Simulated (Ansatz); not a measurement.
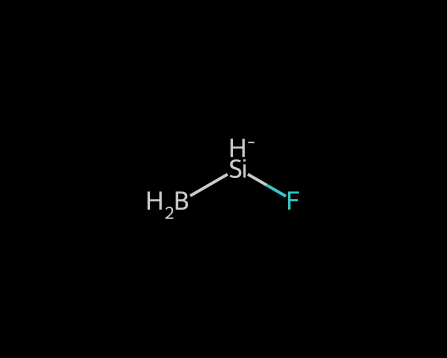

The drawing above gives the connectivity. Charge −1, singlet. Computed geometry: PBE0-D4/def2-TZVPD optimisation. No frequency run is at hand to confirm it as a minimum.

Describe the 3D structure.

The species is BFH₃Si⁻. As SMILES it reads `B[SiH-]F`. It has no ring. Among its groups: Si–H bond, B–H bond. This geometry has C1 symmetry. Coordination, clear cases only: 1 B trigonal planar.

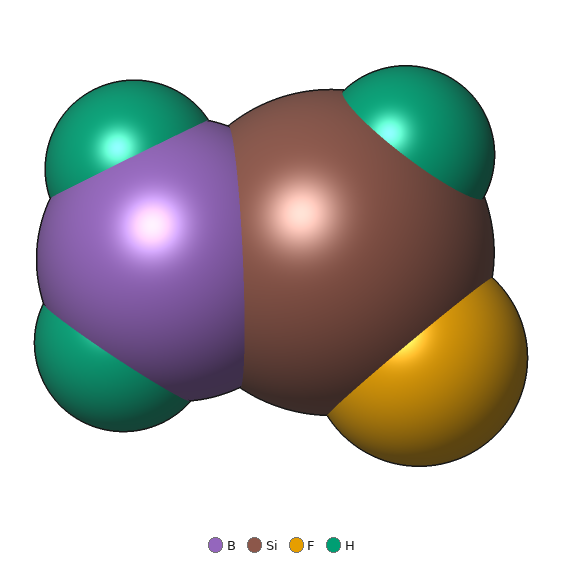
